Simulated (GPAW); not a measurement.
# Quasiparticle gap of PtS2 (1T monolayer) in GPAW

Wanted: ground state, empty states, screening and self-energy for PtS2 (1T monolayer).

Method: LDA and many-body steps on it, plane waves, in GPAW 26.7.0.

## 1. The structure

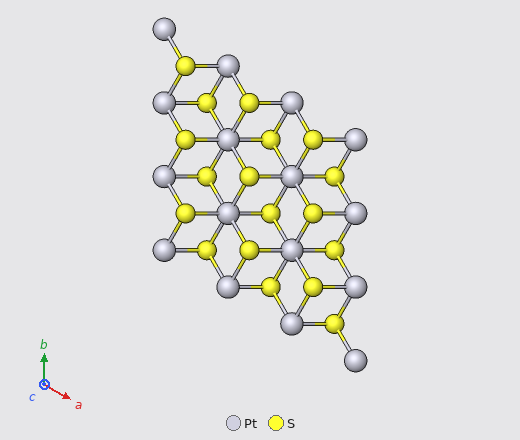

Start, viewed from above; platinum light grey, sulfur yellow. 3×3×1 cells are drawn. Some periodic images of atoms are drawn too.

The cell holds 3 atoms: 1 Pt and 2 S. Its edges and angles: a = 3.621 Å, b = 3.621 Å, c = 13.900 Å, α = 90.0°, β = 90.0°, γ = 120.0°. Vacuum lies along c.

Structure file:

```cif
data_structure
_symmetry_space_group_name_H-M 'P 1'
_symmetry_Int_Tables_number 1
_cell_length_a 3.6207
_cell_length_b 3.6207
_cell_length_c 13.9000
_cell_angle_alpha 90.000
_cell_angle_beta 90.000
_cell_angle_gamma 120.000
_cell_volume 157.81
loop_
_atom_site_label
_atom_site_type_symbol
_atom_site_fract_x
_atom_site_fract_y
_atom_site_fract_z
_atom_site_occupancy
Pt1 Pt 0.00000 0.00000 0.50000 1
S2 S 0.33333 0.66667 0.60584 1
S3 S 0.66667 0.33333 0.39416 1
```

The start is a generated structure, not a measured one. Spin-orbit coupling is left out unless a step names it.

## 2. Relaxation

This step: GPAW 26.7.0; DFT, LDA, plane waves, PAW.

Gaps follow bond lengths, so the structure is brought to rest first.

run.py

```python
import json
import numpy as np
from gpaw.mpi import world
from ase import Atoms
from ase.constraints import FixSymmetry
from ase.filters import FrechetCellFilter
from ase.optimize import BFGS
from gpaw import GPAW, PW, FermiDirac

atoms = Atoms(['Pt', 'S', 'S'],
    cell=[[3.6207302000, 0.0000000000, 0.0000000000],
      [-1.8103651000, 3.1356443334, 0.0000000000],
      [0.0000000000, 0.0000000000, 13.9000000000]],
    scaled_positions=[[0.0000000000, 0.0000000000, 0.5000000000],
      [0.3333333333, 0.6666666667, 0.6058446309],
      [0.6666666667, 0.3333333333, 0.3941553691]],
    pbc=(True, True, False))
atoms.set_constraint(FixSymmetry(atoms))
atoms.calc = GPAW(mode=PW(550),
    xc='LDA',
    kpts={'size': (9, 9, 1), 'gamma': True},
    occupations=FermiDirac(0.02),
    convergence={'density': 1e-5},
    txt='relax.txt')
steps = []
opt = BFGS(FrechetCellFilter(atoms, mask=[1, 1, 0, 0, 0, 1]), logfile='bfgs.log')
opt.attach(lambda: steps.append([atoms.get_potential_energy(), atoms.cell[:], atoms.positions.copy(), atoms.get_forces()]))
converged = opt.run(fmax=0.03, steps=50)
res = {'converged': bool(converged), 'steps': steps, 'cell': atoms.cell[:], 'frac': atoms.get_scaled_positions()}

if world.rank == 0:
    with open('result.json', 'w') as f:
        json.dump(res, f, default=lambda x: x.tolist())
```

On the command line:

```sh
$ mpirun -n 16 gpaw python run.py
```

Numbers of over 12 decimals in the logs are rounded to 6 here.

Output:

```text
Step     Time          Energy          fmax
BFGS:    0       -17.172186        3.098768
BFGS:    1       -17.595466        2.669814
BFGS:    2       -18.235287        1.430927
[...]
BFGS:    8       -18.362040        0.052570
BFGS:    9       -18.362269        0.008621
```

Elapsed: 32 s, on 16 MPI ranks of Arm Neoverse V1, shared host; peak memory 3.2 GiB; 8.1 min of CPU time.

Step by step:

```csv
step,energy less that of the first step (eV),largest force (eV/Å)
1,0.0000,3.0988
2,-0.4233,2.6698
3,-1.0631,0.8346
4,-1.1486,0.5688
5,-1.1609,0.2776
6,-1.1669,0.1356
7,-1.1785,0.0599
8,-1.1872,0.1176
9,-1.1899,0.0526
10,-1.1901,0.0086
```

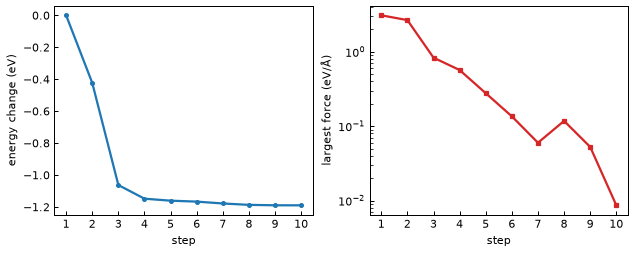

Energy and largest force along the relaxation.

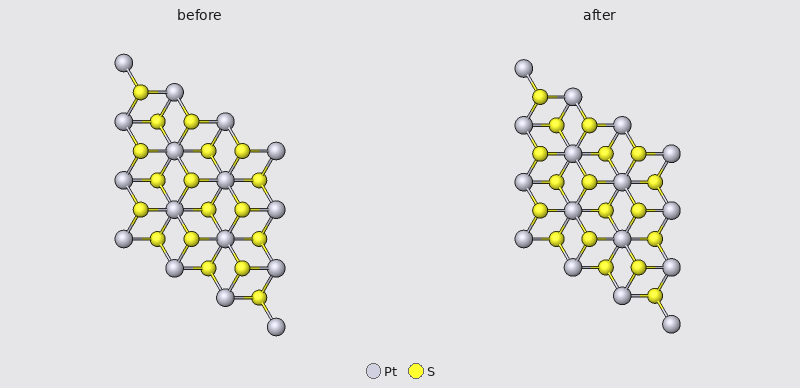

Before and after, at one scale.

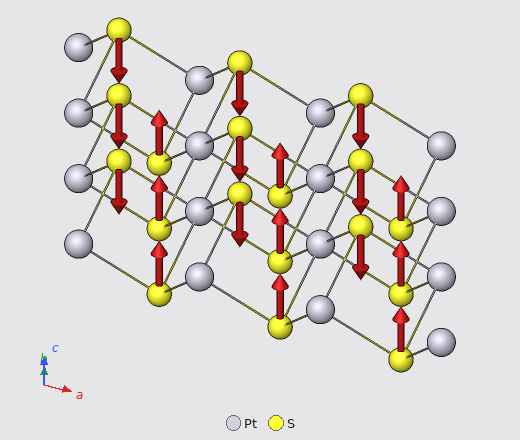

Displacements in the relaxation, exaggerated; the longest in the cell stands for 0.26 Å. 3×3×1 cells are drawn. Some periodic images of atoms are drawn too.

The atoms that moved most (Å):

```csv
atom,dx,dy,dz,length
S2,0.000,0.000,-0.259,0.259
S3,0.000,0.000,0.259,0.259
```

Final coordinates:

```cif
data_structure
_symmetry_space_group_name_H-M 'P 1'
_symmetry_Int_Tables_number 1
_cell_length_a 3.5075
_cell_length_b 3.5075
_cell_length_c 13.9000
_cell_angle_alpha 90.000
_cell_angle_beta 90.000
_cell_angle_gamma 120.000
_cell_volume 148.09
loop_
_atom_site_label
_atom_site_type_symbol
_atom_site_fract_x
_atom_site_fract_y
_atom_site_fract_z
_atom_site_occupancy
Pt1 Pt 0.00000 0.00000 0.50000 1
S2 S 0.33333 0.66667 0.58721 1
S3 S 0.66667 0.33333 0.41279 1
```

## 3. Ground state

The ground-state density comes first.

run.py

```python
import json
import numpy as np
from gpaw.mpi import world
from ase import Atoms
from gpaw import GPAW, PW, FermiDirac

atoms = Atoms(['Pt', 'S', 'S'],
    cell=[[3.5074890838, 0.0000000000, 0.0000000000],
      [-1.7537445419, 3.0375746501, 0.0000000000],
      [0.0000000000, 0.0000000000, 13.9000000000]],
    scaled_positions=[[0.0000000000, 0.0000000000, 0.5000000000],
      [0.3333333333, 0.6666666667, 0.5872098398],
      [0.6666666667, 0.3333333333, 0.4127901602]],
    pbc=(True, True, False))
calc = GPAW(mode=PW(450),
    xc='LDA',
    kpts={'size': (12, 12, 1), 'gamma': True},
    occupations=FermiDirac(0.001),
    nbands=-7,
    convergence={'density': 1e-6, 'bands': -3},
    maxiter=100,
    txt='gs.txt')
atoms.calc = calc
res = {'energy': atoms.get_potential_energy()}
kpts = calc.get_ibz_k_points()
res['kpts'] = kpts
res['eigenvalues'] = [calc.get_eigenvalues(kpt=k) for k in range(len(kpts))]
res['n_electrons'] = calc.get_number_of_electrons()
calc.write('gs.gpw')

if world.rank == 0:
    with open('result.json', 'w') as f:
        json.dump(res, f, default=lambda x: x.tolist())
```

On the command line:

```sh
$ mpirun -n 16 gpaw python run.py
```

Output:

```text
__  _  _
 | _ |_)|_||  |
 |__||  | ||/\| - 26.7.0

Input parameters:
  mode=PW(ecut=450.000000),
  convergence={'density': 1e-06, 'bands': -3},
  kpts=MonkhorstPack(size=(12, 12, 1), gamma=True),
  maxiter=100,
  nbands=-7,
  occupations=Occupations(name='fermi-dirac', width=0.001, fixmagmom=False),
  xc=XC(name='LDA')
  [... matrices ...]
Diagonalizing LCAO Hamiltonian
Converting LCAO to pw mode

         S

       Pt
            S

Atoms  # Å, Bohr magnetons
|   | symbol |         x |        y |        z |    initial magnetic moments |
| 0 |     Pt |  0.000000 | 0.000000 | 6.950000 | ( 0.0000,  0.0000,  0.0000) |
| 1 |      S | -0.000000 | 2.025050 | 8.162217 | ( 0.0000,  0.0000,  0.0000) |
| 2 |      S |  1.753745 | 1.012525 | 5.737783 | ( 0.0000,  0.0000,  0.0000) |

Unit cell  # Å
| periodic |         x |        y |         z |   lengths |     angles |
|      yes |  3.507489 | 0.000000 |  0.000000 |  3.507489 |  90.000000 |
|      yes | -1.753745 | 3.037575 |  0.000000 |  3.507489 |  90.000000 |
|       no |  0.000000 | 0.000000 | 13.900000 | 13.900000 | 120.000000 |

Number of symmetries: 12
Symmetry operations  # r_c * U_cc + t_c -> r_c
|    | kind |            matrix            |
|  0 |  σ   |  1, 1, 0,  0,-1, 0,  0, 0, 1 |
|  1 |  S6  |  1, 1, 0, -1, 0, 0,  0, 0,-1 |
|  2 |  E   |  1, 0, 0,  0, 1, 0,  0, 0, 1 |
|  3 |  C2  |  1, 0, 0, -1,-1, 0,  0, 0,-1 |
|  4 |  C2  |  0, 1, 0,  1, 0, 0,  0, 0,-1 |
|  5 |  C3  |  0, 1, 0, -1,-1, 0,  0, 0, 1 |
|  6 |  S6  |  0,-1, 0,  1, 1, 0,  0, 0,-1 |
|  7 |  σ   |  0,-1, 0, -1, 0, 0,  0, 0, 1 |
|  8 |  σ   | -1, 0, 0,  1, 1, 0,  0, 0, 1 |
|  9 |  i   | -1, 0, 0,  0,-1, 0,  0, 0,-1 |
| 10 |  C3  | -1,-1, 0,  1, 0, 0,  0, 0, 1 |
| 11 |  C2  | -1,-1, 0,  0, 1, 0,  0, 0,-1 |

BZ-sampling:
  Number of BZ points: 144
  Number of IBZ points: 19

  Monkhorst-Pack size: [12, 12, 1]
  Monkhorst-Pack shift: [0.041667, 0.041667, 0.0]

K-points  # in reciprocal-cell coordinates
|     |                                coordinates |     weight |
|   0 | ( -0.00000000,  -0.00000000,   0.00000000) | 0.00694444 |
|   1 | (  0.08333333,  -0.00000000,   0.00000000) | 0.04166667 |
|   2 | (  0.16666667,  -0.08333333,   0.00000000) | 0.04166667 |
|   3 | (  0.16666667,  -0.00000000,   0.00000000) | 0.04166667 |
|   4 | (  0.25000000,  -0.08333333,   0.00000000) | 0.08333333 |
|   5 | (  0.25000000,  -0.00000000,   0.00000000) | 0.04166667 |
|   6 | (  0.33333333,  -0.16666667,   0.00000000) | 0.04166667 |
|   7 | (  0.33333333,  -0.08333333,   0.00000000) | 0.08333333 |
|   8 | (  0.33333333,  -0.00000000,   0.00000000) | 0.04166667 |
|   9 | (  0.33333333,   0.33333333,   0.00000000) | 0.01388889 |
| ... |                                            |            |
|  18 | (  0.50000000,   0.50000000,   0.00000000) | 0.02083333 |

Plane wave coefficients: 3264
Cutoff: 450.000000 eV

Spin-components: 1 (collinear spins)
Bands:           21
Projectors:      16
Spin-degeneracy: 2
Datatype:        complex128

  Storage: CPU
  Wave functions: 20_154_288 bytes (1_259_643 per core)
  Projectors: 22_073_744 bytes (1_379_609 per core)
  [... matrices ...]
Parallelization:
  kpt:    4
  domain: 4
  band:   1

Density:
  Valence electrons: 28.0
  Components: 1
  Grid points: [18 18 70]
  Charge: 0.0  # |e|

Potential:
  Grid points: [18 18 70]

species:
  Pt:
    name:    Platinum
    Z:       78.0
    valence: 16
    core:    62
    charge:  0.0  # [|e|]
    compensation charges:
      type: gauss
      rc: 0.41  # [Å]
      lmax: 2
    cutoffs:
      filter: 2.26  # [Å]
      core: 2.26  # [Å]
    projectors
    | kind |    occ | energy [eV] | rcut [Å] |
    |   6s |  1.000 |      -5.930 |    1.307 |
    |   5p |  6.000 |     -56.318 |    1.371 |
    |   6p |  0.000 |      -0.962 |    1.371 |
    |   5d |  9.000 |      -6.387 |    1.307 |
    |    s |        |      21.281 |    1.307 |
    |    d |        |      20.825 |    1.307 |

    Using partial waves for Pt as LCAO basis

  S:
    name:    Sulfur
    Z:       16.0
    valence: 6
    core:    10
    charge:  0.0  # [|e|]
    compensation charges:
      type: gauss
      rc: 0.24  # [Å]
      lmax: 2
    cutoffs:
      filter: 1.77  # [Å]
      core: 1.66  # [Å]
    projectors
    | kind |    occ | energy [eV] | rcut [Å] |
    |   3s |  2.000 |     -17.278 |    0.974 |
    |   3p |  4.000 |      -7.106 |    0.979 |
    |    s |        |       9.933 |    0.974 |
    |    p |        |      20.105 |    0.979 |
    |    d |        |       0.000 |    0.900 |

    Using partial waves for S as LCAO basis

Reference energy: -521745.916756  # eV

eigensolver:
  PPCG
  Converge bands: -3
  niter=2

density mixing:
  MSR1-Mixer
  Pratt-step length: 0.05
  Maximum mixing coefficient: 0.75
  Old densities: 10
  SVD Regularization: 0.005
  Good broyden scale: 1.0
  Trust region scale: 1.0
  Backstep threshold: 4.0
  History deletion threshold: 6.0
  Fourier metric: weight=20.0, sigma=0.015

occupation numbers:
  Fermi-Dirac:
    width: 0.0010  # eV

poisson solver:
  ecut: 3600.000000  # eV

xc functional:
  name: None

Initialization done in: 1.559 s

convergence criteria:
- Maximum integral of absolute [dens]ity change: 1e-06 electrons / valence electron
- Maximum [total energy] change in last 3 cyles: 0.0005 eV / valence electron
- Maximum integral of absolute [eigenst]ate change: 4e-08 eV^2 / valence electron
maximum number of iterations: 100

SCF iterations
|iter     |     time |      energy | eigst |  dens |
|iter:   1|  |  -19.889485 | +0.85 |       |
|iter:   2|  |  -19.405050 | -0.45 | -1.07 |
|iter:   3|  |  -18.411958 | -0.78 | -1.13 |
|iter:   4|  |  -18.366768 | -2.17 | -1.63 |
|iter:   5|  |  -18.343660 | -2.71 | -1.87 |
|iter:   6|  |  -18.343104 | -3.61 | -2.68 |
|iter:   7|  |  -18.343100c| -4.49 | -3.15 |
|iter:   8|  |  -18.343104c| -5.18 | -3.95 |
|iter:   9|  |  -18.343104c| -5.78 | -4.53 |
|iter:  10|  |  -18.343104c| -6.26 | -4.87 |
|iter:  11|  |  -18.343104c| -6.85 | -5.55 |
|iter:  12|  |  -18.343104c| -7.30 | -6.27c|
|iter:  13|  |  -18.343104c| -7.63c| -6.66c|

Converged in 13 steps
SCF loop duration: 5.818 s (0.448 s/step)
Energy contributions relative to reference atoms: (reference = -521745.916756)
  [... matrices ...]
Energy contributions:
  Kinetic:           4.924939
  Coulomb:          -6.930417
  Zero:             -0.491201
  External:          0.000000
  Xc:              -15.846425
  Entropy:          -0.000000
  Spinorbit:         0.000000
  ----------------------------
  Free energy:     -18.343104
  Extrapolated:    -18.343104

dipole moment: (-6.098848, -10.563515, 0.000005)  # |e|*Ang

Fermi level: -0.209
Eigenvalues  # (at kpt = [-0.000, -0.000, 0.000])
| band index |      eig [eV] | occ [0-2] |
|          0 |       -54.786 |     2.000 |
|        ... |               |           |
|          6 |        -7.676 |     2.000 |
|          7 |        -7.253 |     2.000 |
|          8 |        -4.879 |     2.000 |
|          9 |        -4.878 |     2.000 |
|         10 |        -2.562 |     2.000 |
|         11 |        -2.545 |     2.000 |
|         12 |        -2.020 |     2.000 |
|         13 |        -2.020 |     2.000 |
|         14 |         1.619 |     0.000 |
|         15 |         1.619 |     0.000 |
|         16 |         3.691 |     0.000 |
|         17 |         3.956 |     0.000 |
|         18 |         4.791 |     0.000 |
|         19 |         5.204 |     0.000 |
|         20 |         6.973 |     0.000 |

Gap: 1.763 eV
Transition (v -> c):
  (s=0, k=6, n=13, [0.33, -0.17, 0.00]) -> (s=0, k=5, n=14, [0.25, -0.00, 0.00])
Direct/indirect transitions are different
Direct gap: 1.937 eV
Transition at: (s=0, k=5, n=13, [0.25, -0.00, 0.00])
vacuum-level: 4.772  # V
# Writing to gs.gpw (mode='')
  [... matrices ...]
```

Elapsed: 9.9 s, on 16 MPI ranks; peak memory 2.3 GiB.

Numbers from this step:

```
total energy               : -18.34 eV
gap                        : 1.763 eV
k of the valence top       : 0.3333, -0.1667, 0
k of the conduction bottom : 0.25, 0, 0
least direct gap           : 1.937 eV
```

The gap is indirect, with the least direct gap 0.17 eV higher.

## 4. Bands along the symmetry lines

Levels along a band path, at the cheap level, show where the edges lie and whether the meshes to come will hold them.

run.py

```python
import json
import numpy as np
from gpaw.mpi import world
from gpaw import GPAW

path = [[0.000000, 0.000000, 0.000000],
    [0.062500, 0.000000, 0.000000],
    [0.125000, 0.000000, 0.000000],
    [0.187500, 0.000000, 0.000000],
    [0.250000, 0.000000, 0.000000],
    [0.312500, 0.000000, 0.000000],
    [0.375000, 0.000000, 0.000000],
    [0.437500, 0.000000, 0.000000],
    [0.500000, 0.000000, 0.000000],
    [0.479167, 0.041667, 0.000000],
    [0.458333, 0.083333, 0.000000],
    [0.437500, 0.125000, 0.000000],
    [0.416667, 0.166667, 0.000000],
    [0.395833, 0.208333, 0.000000],
    [0.375000, 0.250000, 0.000000],
    [0.354167, 0.291667, 0.000000],
    [0.333333, 0.333333, 0.000000],
    [0.291667, 0.291667, 0.000000],
    [0.250000, 0.250000, 0.000000],
    [0.208333, 0.208333, 0.000000],
    [0.166667, 0.166667, 0.000000],
    [0.125000, 0.125000, 0.000000],
    [0.083333, 0.083333, 0.000000],
    [0.041667, 0.041667, 0.000000],
    [0.000000, 0.000000, 0.000000]]
calc = GPAW('gs.gpw').fixed_density(kpts=path,
    symmetry='off',
    nbands=24,
    convergence={'bands': 20},
    txt='bands.txt')
res = {}
kpts = calc.get_ibz_k_points()
res['kpts'] = kpts
res['eigenvalues'] = [calc.get_eigenvalues(kpt=k) for k in range(len(kpts))]
res['n_electrons'] = calc.get_number_of_electrons()

if world.rank == 0:
    with open('result.json', 'w') as f:
        json.dump(res, f, default=lambda x: x.tolist())
```

On the command line:

```sh
$ mpirun -n 16 gpaw python run.py
```

Output:

```text
Diagonalizing LCAO Hamiltonian
Converting LCAO to pw mode
convergence criteria:
- Maximum integral of absolute [eigenst]ate change: 4e-08 eV^2 / valence electron
maximum number of iterations: 100

SCF iterations
|iter     |     time |      energy | eigst |  dens |
|iter:   1|  |             | +1.33 |       |
|iter:   2|  |             | +0.16 |       |
|iter:   3|  |             | -1.19 |       |
[...]
|iter:  10|  |             | -6.63 |       |
|iter:  11|  |             | -7.29 |       |
|iter:  12|  |             | -7.75c|       |
SCF steps: 12
  __  _  _
 | _ |_)|_||  |
 |__||  | ||/\| - 26.7.0

Input parameters:
  mode=PW(ecut=450.000000),
  convergence={'bands': 20},
  gpts=array([18, 18, 70]),
  kpts=KPoints(kpts=array([[0.      , 0.      , 0.      ],
         [0.0625  , 0.      , 0.      ],
         [0.125   , 0.      , 0.      ],
         [0.1875  , 0.      , 0.      ],
[...]
[0.479167, 0.041667, 0.      ],
         [0.458333, 0.083333, 0.      ],
[...]
[0.416667, 0.166667, 0.      ],
[...]
[0.25    , 0.25    , 0.      ],
[...]
[0.125   , 0.125   , 0.      ],
         [0.083333, 0.083333, 0.      ],
         [0.041667, 0.041667, 0.      ],
         [0.      , 0.      , 0.      ]])),
  maxiter=100,
  nbands=24,
  occupations=Occupations(name='fermi-dirac', width=0.001, fixmagmom=False),
  parallel={},
  symmetry=Symmetry(point_group=False, time_reversal=False),
  xc=XC(name='LDA')
  [... matrices ...]
timing:  # [seconds]
  Total: 0.040  # ━━━━━━━━━━━━━━━━━━━━━━━━━━━━━━━━━━━━━━━━━━━━━━━━━━━━━━━━━━━
```

The job ended after 12 s (16 MPI ranks; peak memory 2.8 GiB; 2.5 min of CPU time).

Numbers from this step:

* gap: 1.763 eV
* k of the valence top: 0.1667, 0.1667, 0
* k of the conduction bottom: 0.25, 0, 0
* least direct gap: 1.937 eV

The gap is 1.763 eV, as in the run before at this level.

The electronic bands at the labelled points (eV, zero at the top of the highest filled band):

```csv
point,band 11,band 12,band 13,band 14,band 15,band 16,band 17,band 18
Γ,-0.80,-0.79,-0.26,-0.26,3.38,3.38,5.45,5.71
M,-2.28,-2.12,-1.77,-1.47,2.96,3.13,5.50,6.55
K,-2.68,-2.41,-0.76,-0.76,2.17,2.17,7.02,8.94
Γ,-0.80,-0.79,-0.26,-0.26,3.38,3.38,5.45,5.71
```

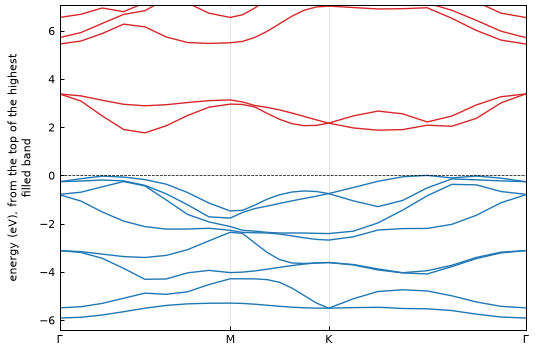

Electronic bands along the path; lines of filled and empty bands in two colours.

## 5. Empty states on the mesh, 12×12×1 mesh, 346 bands

The sums over transitions need many empty states on a uniform mesh; this step solves for them.

run.py

```python
import json
import numpy as np
from gpaw.mpi import world
from gpaw import GPAW

calc = GPAW('gs.gpw').fixed_density(kpts={'size': (12, 12, 1), 'gamma': True},
    parallel={'domain': 1, 'band': 1},
    txt='nscf.txt')
calc.diagonalize_full_hamiltonian(nbands=346)
calc.write('full.gpw', mode='all')
res = {}
kpts = calc.get_ibz_k_points()
res['kpts'] = kpts
res['eigenvalues'] = [calc.get_eigenvalues(kpt=k) for k in range(len(kpts))]
res['n_electrons'] = calc.get_number_of_electrons()

if world.rank == 0:
    with open('result.json', 'w') as f:
        json.dump(res, f, default=lambda x: x.tolist())
```

On the command line:

```sh
$ mpirun -n 16 gpaw python run.py
```

Output:

```text
Diagonalizing LCAO Hamiltonian
Converting LCAO to pw mode
convergence criteria:
- Maximum integral of absolute [eigenst]ate change: 4e-08 eV^2 / valence electron
maximum number of iterations: 100

SCF iterations
|iter     |     time |      energy | eigst |  dens |
|iter:   1|  |             | +0.85 |       |
|iter:   2|  |             | -0.39 |       |
|iter:   3|  |             | -1.48 |       |
[...]
|iter:  13|  |             | -6.73 |       |
|iter:  14|  |             | -7.11 |       |
|iter:  15|  |             | -7.43c|       |
SCF steps: 15
  __  _  _
 | _ |_)|_||  |
 |__||  | ||/\| - 26.7.0

Input parameters:
  mode=PW(ecut=450.000000),
  convergence={'density': 1e-06, 'bands': -3},
  gpts=array([18, 18, 70]),
  kpts=MonkhorstPack(size=(12, 12, 1), gamma=True),
  maxiter=100,
  nbands=21,
  occupations=Occupations(name='fermi-dirac', width=0.001, fixmagmom=False),
  parallel={'domain': 1, 'band': 1},
  xc=XC(name='LDA')
Matrix size: 3157x3157
# Writing to full.gpw (mode='all')
  [... matrices ...]

timing:  # [seconds]
  Total: 84.005  # ━━━━━━━━━━━━━━━━━━━━━━━━━━━━━━━━━━━━━━━━━━━━━━━━━━━━━━━━━━
```

Run time: 95 s. Hardware: 16 MPI ranks; peak memory 13 GiB.

This step gave:

* gap: 1.763 eV
* k of the valence top: 0.3333, -0.1667, 0
* k of the conduction bottom: 0.25, 0, 0
* least direct gap: 1.937 eV
* k points computed: 19
* lowest point of the top converged band, above the valence top: 97.8882 eV

On this mesh the gap is 1.763 eV.

(Part 1 of 2 ends here.)

[Paths, hosts, dates, memory and timing lines, banners, echoed tables and standing remarks are left out of the program output.]

[Logs are printed without paths, hosts, clocks, repeated set-up lines and the standing remarks that a program may print on its own settings, such as how far it seeks lower states.]

[Runs of the session that timed out or met a known fault of the program may be left out.]

[Hosts, paths, dates, database ids (printed as entryN), source tags and the programs' standing remarks are cut or masked in the printed files.]
